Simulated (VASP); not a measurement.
# SiN: structure and properties in VASP, part 2 of 6

What structure does SiN take at this level, and what are its properties? The cell is invented: it takes the structure of a Materials Project entry for ZrN (space group 164 there), with some of its atoms replaced by other elements, volume scaled by an estimate. It may not be a known or stable phase.

VASP 6.6.1, plane waves and PAW; the level of theory is named at each step.

So far. Step 2 (Rough relaxation of the start cell): It ends with a largest force of 0.014 eV/Å and a pressure of 0.03 GPa.

### Step 3. Relaxing cell and atoms (LDA)

Level of this step: LDA; plane waves and PAW (Si, N); invented cell (VASP).

Properties are meant for the cell that this level of theory prefers, so cell and atoms are relaxed first (ISIF = 3) until forces and stress are small; EDIFFG sets the threshold.

Contents of INCAR:

```
SYSTEM = SiN
PREC = Accurate
ENCUT = 520
EDIFF = 1E-06
NELM = 100
ISMEAR = 0
SIGMA = 0.05
LREAL = .FALSE.
ALGO = Normal
GGA = CA
NBANDS = 15
LORBIT = 11
LWAVE = .FALSE.
LCHARG = .FALSE.
KPAR = 2
IBRION = 2
NSW = 60
ISIF = 3
EDIFFG = -0.01
```

Contents of POSCAR:

```
SiN
1.0
    2.7263738600      0.0000000000      0.0000000000
   -1.3631869300      2.3611090200      0.0000000000
    0.0000000000      0.0000000000      5.2173427500
Si N
2 2
Direct
    0.6666666670      0.3333333330      0.7500000000
    0.3333333330      0.6666666670      0.2500000000
    0.0000000000      0.0000000000      0.0000000000
    0.0000000000      0.0000000000      0.5000000000
```

Contents of KPOINTS:

```
Automatic mesh
0
Gamma
11 11 5
0 0 0
```

The projector-augmented-wave data sets are Si and N (LDA family, release 64).

The cell reached was symmetrised within 0.01 Å before this step, which raises the operations from 12 to 24, which the run then keeps.

Run with:

```bash
> mpirun -np 2 vasp_std
```

The log of the run:

```text
[... set-up lines as in an earlier step ...]
 entering main loop
       N       E                     dE             d eps       ncg     rms          rms(c)
DAV:   1     0.382082488728E+02    0.38208E+02   -0.89112E+03  1440   0.113E+03
DAV:   2    -0.293747110987E+02   -0.67583E+02   -0.63878E+02  1924   0.188E+02
DAV:   3    -0.316579310360E+02   -0.22832E+01   -0.22693E+01  1965   0.347E+01
DAV:   4    -0.316693101153E+02   -0.11379E-01   -0.11377E-01  1727   0.282E+00
DAV:   5    -0.316694094069E+02   -0.99292E-04   -0.99266E-04  2000   0.230E-01    0.107E+01
DAV:   6    -0.294494988558E+02    0.22199E+01   -0.71146E+00  1748   0.191E+01    0.528E+00
DAV:   7    -0.294456672007E+02    0.38317E-02   -0.37007E-01  1699   0.447E+00    0.245E+00
DAV:   8    -0.294262637084E+02    0.19403E-01   -0.28156E-02  1839   0.139E+00    0.673E-01
DAV:   9    -0.294234050627E+02    0.28586E-02   -0.32093E-03  1867   0.439E-01    0.896E-02
DAV:  10    -0.294234163659E+02   -0.11303E-04   -0.21803E-04  1895   0.109E-01    0.465E-02
DAV:  11    -0.294234171516E+02   -0.78576E-06   -0.26890E-06  1929   0.137E-02
   1 F= -.29423417E+02 E0= -.29421814E+02  d E =-.294234E+02
 curvature:   0.00 expect dE= 0.000E+00 dE for cont linesearch  0.000E+00
 trial: gam= 0.00000 g(F)=  0.334E-47 g(S)=  0.925E-02 ort = 0.000E+00 (trialstep = 0.100E+01)
 search vector abs. value=  0.925E-02
 bond charge predicted
       N       E                     dE             d eps       ncg     rms          rms(c)
DAV:   1    -0.294344650099E+02   -0.11049E-01   -0.30288E-01  1783   0.453E+00    0.509E-01
DAV:   2    -0.294302707155E+02    0.41943E-02   -0.85866E-03  1804   0.739E-01    0.230E-01
DAV:   3    -0.294293937136E+02    0.87700E-03   -0.12095E-03  1867   0.249E-01    0.856E-02
DAV:   4    -0.294292501889E+02    0.14352E-03   -0.23155E-04  1923   0.110E-01    0.163E-02
DAV:   5    -0.294292479259E+02    0.22630E-05   -0.17362E-05  1825   0.320E-02    0.963E-03
DAV:   6    -0.294292476692E+02    0.25673E-06   -0.73112E-07  1196   0.645E-03
   2 F= -.29429248E+02 E0= -.29428231E+02  d E =-.583052E-02
 trial-energy change:   -0.005831  1 .order   -0.004320   -0.009248    0.000608
 step:   0.9674(harm=  0.9383)  dis= 0.00000  next Energy=   -29.429258 (dE=-0.584E-02)
 bond charge predicted
       N       E                     dE             d eps       ncg     rms          rms(c)
DAV:   1    -0.294292638948E+02   -0.15969E-04   -0.31923E-04  1741   0.147E-01    0.165E-02
DAV:   2    -0.294292591149E+02    0.47799E-05   -0.97295E-06  1818   0.247E-02    0.733E-03
DAV:   3    -0.294292581263E+02    0.98860E-06   -0.13492E-06  1182   0.849E-03
   3 F= -.29429258E+02 E0= -.29428229E+02  d E =-.584097E-02
 curvature:  -0.37 expect dE=-0.532E-05 dE for cont linesearch -0.196E-06
 trial: gam= 0.00920 g(F)=  0.152E-47 g(S)=  0.146E-04 ort =-0.705E-04 (trialstep = 0.993E+00)
 search vector abs. value=  0.141E-04
 reached required accuracy - stopping structural energy minimisation
```

The job ended after 7.6 s (2 MPI ranks of Intel Xeon 6975P-C (Granite Rapids), shared host; peak memory 0.25 GiB; 14 s of CPU time).

From OUTCAR (step 3):

```text
  LATTYP: Found a hexagonal cell.
 ALAT       =     2.7263738600
 C/A-ratio  =     1.9136563868

 Subroutine GETGRP returns: Found 24 space group operations
 (whereof 12 operations were pure point group operations)

The static configuration has the point symmetry D_3d.
 The point group associated with its full space group is D_6h.

 Found     48 irreducible k-points:

   k-points           NKPTS =     48   k-points in BZ     NKDIM =     48   number of bands    NBANDS=     15

   dimension x,y,z NGX =    20 NGY =   20 NGZ =   40
   dimension x,y,z NGXF=    40 NGYF=   40 NGZF=   80

   ENCUT  =  520.0 eV  38.22 Ry    6.18 a.u.   5.07  5.07  9.70*2*pi/ulx,y,z

   NELECT =      18.0000    total number of electrons

 E-fermi :  13.6297

 k-point     1 :       0.0000    0.0000    0.0000
  band No.  band energies     occupation
    ...
      5       9.8230      2.00000
      6       9.8230      2.00000
      7      11.0119      2.00000
      8      11.0119      2.00000
      9      11.6026      2.00000
     10      17.9275      0.00000
     11      18.7096      0.00000
     12      19.3128      0.00000
     13      20.0148      0.00000
     14      20.0148      0.00000
    ...

 k-point     2 :       0.0909    0.0000    0.0000
  band No.  band energies     occupation
    ...
      5       8.6773      2.00000
      6       9.6105      2.00000
      7      10.3047      2.00000
      8      10.8580      2.00000
      9      12.1973      2.00000
     10      17.0066      0.00000
     11      18.9508      0.00000
     12      19.2697      0.00000
     13      19.9146      0.00000
     14      20.2459      0.00000
    ...

  Total       -0.0087736     -0.0087736     -0.0324613      0.0000000      0.0000000      0.0000000
  in kB       -0.4214354     -0.4214354     -1.5592619      0.0000000      0.0000000      0.0000000
  external PRESSURE =      -0.8007109 kB  Pullay stress =       0.0000000 kB

  energy-cutoff  :      520.00
  volume of cell :       33.35
      direct lattice vectors                 reciprocal lattice vectors
     2.709670074  0.000000000  0.000000000     0.369048619  0.213070320 -0.000000000
    -1.354835037  2.346643117 -0.000000000    -0.000000000  0.426140640 -0.000000000
     0.000000000  0.000000000  5.245582882    -0.000000000  0.000000000  0.190636584

 POSITION                                       TOTAL-FORCE (eV/Angst)
 -----------------------------------------------------------------------------------
      1.35484      0.78221      3.93419        -0.000000      0.000000      0.000000
     -0.00000      1.56443      1.31140         0.000000     -0.000000     -0.000000
      0.00000      0.00000      0.00000         0.000000      0.000000      0.000000
      0.00000      0.00000      2.62279        -0.000000      0.000000      0.000000
 -----------------------------------------------------------------------------------
    total drift:                               -0.000000      0.000000     -0.000000

  FREE ENERGIE OF THE ION-ELECTRON SYSTEM (eV)
  ---------------------------------------------------
  free  energy   TOTEN  =       -29.4292581263 eV

  energy  without entropy=      -29.4271992991  energy(sigma->0) =      -29.42822871

 total charge
# of ion       s       p       d       tot
------------------------------------------
    1        0.757   0.752   0.000   1.509
    2        0.757   0.752   0.000   1.509
    3        1.240   2.479   0.000   3.719
    4        1.240   2.479   0.000   3.719
--------------------------------------------------
tot          3.993   6.462   0.000  10.455

[... 1 part as in an earlier step ...]

[... 7 further parts left out ...]
```

CONTCAR:

```
SiN
   1.00000000000000
     2.7096700738013304    0.0000000000000000    0.0000000000000000
    -1.3548350369006652    2.3466431168672282   -0.0000000000000000
     0.0000000000000000    0.0000000000000000    5.2455828819879784
  Si              N
     2     2
Direct
     0.6666666670000012    0.3333333329999988    0.7500000000000000
     0.3333333329999988    0.6666666670000012    0.2500000000000000
     0.0000000000000000    0.0000000000000000    0.0000000000000000
     0.0000000000000000    0.0000000000000000    0.5000000000000000
```

The run keeps the 24 symmetry operations of its start, so it cannot find a distortion of lower symmetry.

Step by step:

```
step  energy less that of the first step (eV)  largest force (eV/Å)  pressure (GPa)  volume (Å³)
   1                                   0.0000                0.0000           -0.93        33.59
   2                                  -0.0058                0.0000           -0.06        33.35
   3                                  -0.0058                0.0000           -0.08        33.35
```

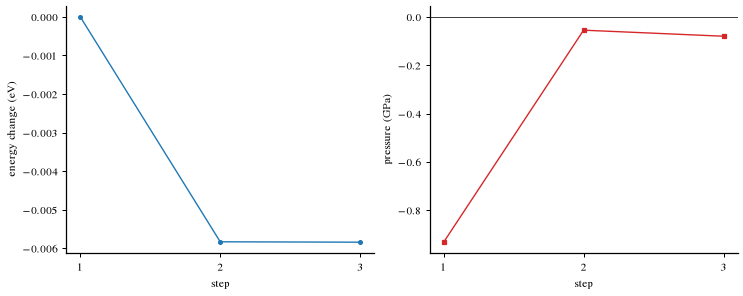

Energy and pressure along the relaxation.

```
conventional cell, symmetrised  before  after  change
                         a (Å)   2.726  2.710  -0.6 %
                         b (Å)   2.726  2.710  -0.6 %
                         c (Å)   5.217  5.246  +0.5 %
              volume (Å³/atom)    8.40   8.34  -0.7 %
```

The relaxed structure:

```xyz
4
Lattice="2.7097 0.0000 0.0000 -1.3548 2.3466 0.0000 0.0000 0.0000 5.2456" Properties=species:S:1:pos:R:3 pbc="T T T"
Si    1.3548    0.7822    3.9342
Si    0.0000    1.5644    1.3114
N     0.0000    0.0000    0.0000
N     0.0000    0.0000    2.6228
```

This step gave:

* irreducible k-points: 48
* symmetry operations: 24
* free energy (TOTEN): -29.43 eV
* energy at zero smearing: -29.43 eV
* Fermi energy: 13.63 eV
* pressure: -0.08007 GPa
* SCF cycles over all ionic steps: 20

It ends with forces that vanish by symmetry and a pressure of -0.08 GPa.

### Step 4. Single point with fields (LDA)

A single point on the relaxed cell gives a clean self-consistent state, with density, ELF and potential written out.

Edit INCAR of step 3 so:

```diff
@@ -13,7 +13,5 @@
 LWAVE = .FALSE.
-LCHARG = .FALSE.
-KPAR = 2
-IBRION = 2
-NSW = 60
-ISIF = 3
-EDIFFG = -0.01
+LCHARG = .TRUE.
+ISIF = 2
+LELF = .TRUE.
+LVHAR = .TRUE.
```

Contents of POSCAR:

```
SiN
1.0
    2.7096700738      0.0000000000      0.0000000000
   -1.3548350369      2.3466431169      0.0000000000
    0.0000000000      0.0000000000      5.2455828820
Si N
2 2
Direct
    0.6666666670      0.3333333330      0.7500000000
    0.3333333330      0.6666666670      0.2500000000
    0.0000000000      0.0000000000      0.0000000000
    0.0000000000      0.0000000000      0.5000000000
```

KPOINTS is that of step 3.

Run with:

```bash
> mpirun -np 2 vasp_std
```

The log of the run:

```text
[banner, memory and clock lines left out]
running    2 mpi-ranks, on    1 nodes
 distrk:  each k-point on    2 cores,    1 groups
 distr:  one band on    1 cores,    2 groups

 POSCAR found type information on POSCAR SiN
 POSCAR found :  2 types and       4 ions
 LDA part: xc-table for (Slater(with rela. corr.)+CA(PZ))
 , standard interpolation
|                                                                             |
|           W    W    AA    RRRRR   N    N  II  N    N   GGGG   !!!           |
|           W    W   A  A   R    R  NN   N  II  NN   N  G    G  !!!           |
|           W    W  A    A  R    R  N N  N  II  N N  N  G       !!!           |
|           W WW W  AAAAAA  RRRRR   N  N N  II  N  N N  G  GGG   !            |
|           WW  WW  A    A  R   R   N   NN  II  N   NN  G    G                |
|           W    W  A    A  R    R  N    N  II  N    N   GGGG   !!!           |
|                                                                             |
|     The number of bands has been changed from the values supplied in        |
|     The orbitals not found in the WAVECAR file will be initialized with     |
|     random numbers, which is usually adequate. For correlated               |
|     calculations, however, you should redo the groundstate calculation.     |
|     I found NBANDS = 15. Now, NBANDS = 16.                                  |
|                                                                             |

 POSCAR, INCAR and KPOINTS ok, starting setup
 FFT: planning ... GRIDC
 FFT: planning ... GRID_SOFT
 FFT: planning ... GRID
 WAVECAR not read
 entering main loop
       N       E                     dE             d eps       ncg     rms          rms(c)
DAV:   1     0.360132175169E+02    0.36013E+02   -0.90415E+03  1536   0.107E+03
DAV:   2    -0.295433569621E+02   -0.65557E+02   -0.62079E+02  2104   0.180E+02
DAV:   3    -0.316601589305E+02   -0.21168E+01   -0.21083E+01  2056   0.318E+01
DAV:   4    -0.316691734113E+02   -0.90145E-02   -0.90105E-02  1944   0.240E+00
DAV:   5    -0.316692437302E+02   -0.70319E-04   -0.70315E-04  2024   0.188E-01    0.107E+01
DAV:   6    -0.294486225318E+02    0.22206E+01   -0.59172E+00  1976   0.178E+01    0.532E+00
DAV:   7    -0.294517234261E+02   -0.31009E-02   -0.41739E-01  1784   0.438E+00    0.245E+00
DAV:   8    -0.294321986051E+02    0.19525E-01   -0.29486E-02  2000   0.136E+00    0.703E-01
DAV:   9    -0.294290686303E+02    0.31300E-02   -0.30628E-03  2032   0.434E-01    0.879E-02
DAV:  10    -0.294290846355E+02   -0.16005E-04   -0.25809E-04  1936   0.108E-01    0.520E-02
DAV:  11    -0.294290838566E+02    0.77889E-06   -0.30515E-06  2088   0.140E-02
   1 F= -.29429084E+02 E0= -.29428054E+02  d E =-.205893E-02
```

The job ended after 4.8 s (2 MPI ranks; peak memory 0.22 GiB; 8.7 s of CPU time).

Parts of OUTCAR (step 4):

```text
  LATTYP: Found a hexagonal cell.
 ALAT       =     2.7096700738
 C/A-ratio  =     1.9358751210

 Found     48 irreducible k-points:

   k-points           NKPTS =     48   k-points in BZ     NKDIM =     48   number of bands    NBANDS=     16

   ENCUT  =  520.0 eV  38.22 Ry    6.18 a.u.   5.04  5.04  9.75*2*pi/ulx,y,z

   NELECT =      18.0000    total number of electrons

 E-fermi :  13.6299

 k-point     1 :       0.0000    0.0000    0.0000
  band No.  band energies     occupation
    ...
      5       9.8232      2.00000
      6       9.8232      2.00000
      7      11.0121      2.00000
      8      11.0121      2.00000
      9      11.6029      2.00000
     10      17.9279      0.00000
     11      18.7099      0.00000
     12      19.3128      0.00000
     13      20.0150      0.00000
     14      20.0150      0.00000
    ...

 k-point     2 :       0.0909    0.0000    0.0000
  band No.  band energies     occupation
    ...
      5       8.6775      2.00000
      6       9.6107      2.00000
      7      10.3048      2.00000
      8      10.8582      2.00000
      9      12.1976      2.00000
     10      17.0068      0.00000
     11      18.9510      0.00000
     12      19.2699      0.00000
     13      19.9147      0.00000
     14      20.2462      0.00000
    ...

  Total       -0.0198792     -0.0198792     -0.0367501      0.0000000     -0.0000000      0.0000000
  in kB       -0.9548887     -0.9548887     -1.7652754      0.0000000     -0.0000000      0.0000000
  external PRESSURE =      -1.2250176 kB  Pullay stress =       0.0000000 kB

  energy-cutoff  :      520.00
  volume of cell :       33.35
      direct lattice vectors                 reciprocal lattice vectors
     2.709670074  0.000000000  0.000000000     0.369048619  0.213070320  0.000000000
    -1.354835037  2.346643117  0.000000000     0.000000000  0.426140640  0.000000000
     0.000000000  0.000000000  5.245582882     0.000000000  0.000000000  0.190636584

 POSITION                                       TOTAL-FORCE (eV/Angst)
 -----------------------------------------------------------------------------------
      1.35484      0.78221      3.93419         0.000000      0.000000      0.000000
     -0.00000      1.56443      1.31140        -0.000000     -0.000000      0.000000
      0.00000      0.00000      0.00000         0.000000      0.000000      0.000000
      0.00000      0.00000      2.62279        -0.000000      0.000000      0.000000
 -----------------------------------------------------------------------------------
    total drift:                               -0.000000      0.000000     -0.000000

  FREE ENERGIE OF THE ION-ELECTRON SYSTEM (eV)
  ---------------------------------------------------
  free  energy   TOTEN  =       -29.4290838566 eV

  energy  without entropy=      -29.4270249296  energy(sigma->0) =      -29.42805439

 total charge
# of ion       s       p       d       tot
------------------------------------------
    1        0.757   0.752   0.000   1.509
    2        0.757   0.752   0.000   1.509
    3        1.240   2.479   0.000   3.719
    4        1.240   2.479   0.000   3.719
--------------------------------------------------
tot          3.993   6.461   0.000  10.455

[... 5 parts as in an earlier step ...]

[... 5 further parts left out ...]
```

This step gave:

* SCF cycles: 11
* bands: 16
* pressure: -0.1225 GPa

Valence electrons inside each PAW sphere by angular momentum. Sphere charges, by row:

```
atom  s (e)  p (e)  d (e)  tot (e)
 Si1  0.757  0.752      0    1.509
 Si2  0.757  0.752      0    1.509
  N3   1.24  2.479      0    3.719
  N4   1.24  2.479      0    3.719
```

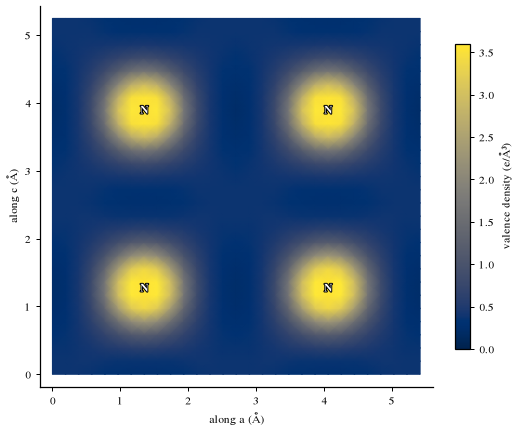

Valence density in the ac plane at fractional y = 0.000, with atoms of N within 0.2 Å of it. It is the smooth field of the valence electrons, not physical close to the nuclei. The map starts off the cell's origin, so that atoms lie inside it.

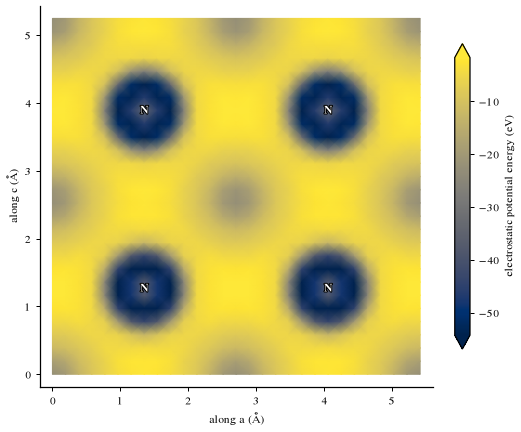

Electrostatic potential energy in the ac plane at fractional y = 0.000, with atoms of N within 0.2 Å of it. With pseudopotentials it is smooth inside the atoms' cores, unlike the true potential. The map starts off the cell's origin, so that atoms lie inside it.

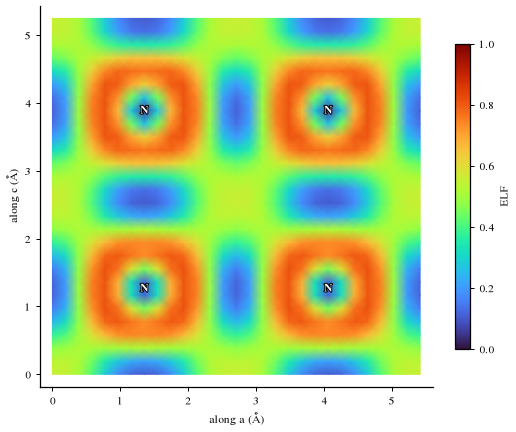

ELF in the ac plane at fractional y = 0.000, with atoms of N within 0.2 Å of it. It is the smooth field of the valence electrons, not physical close to the nuclei. The map starts off the cell's origin, so that atoms lie inside it.

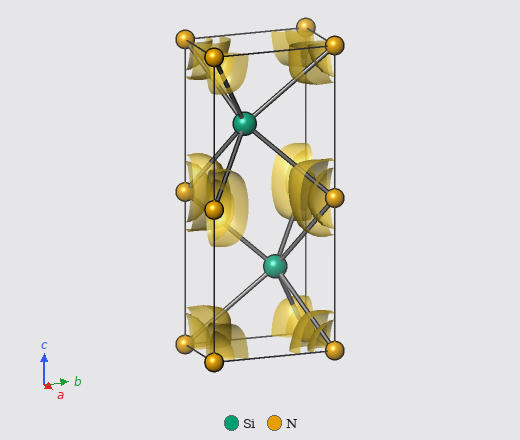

Surface of ELF = 0.75. Bonds to atoms that aren't drawn are left out.

In this run the pressure is -0.12 GPa, small enough to go on.

(Part 2 of 6 ends here.)

[Lines on the potential files, build, host, timing and source positions are cut from VASP's logs without a mark.]

[Logs are printed without paths, hosts, clocks, repeated set-up lines and the standing remarks that a program may print on its own settings, such as how far it seeks lower states.]

[Hosts, paths, dates, database ids (printed as entryN), source tags and the programs' standing remarks are cut or masked in the printed files.]

[A measured line is paired with the nearest computed mode of its activity, which favours agreement.]

[In band tables of VASP the shares of atoms and orbitals are scaled to a sum of 1 inside the atoms' spheres.]
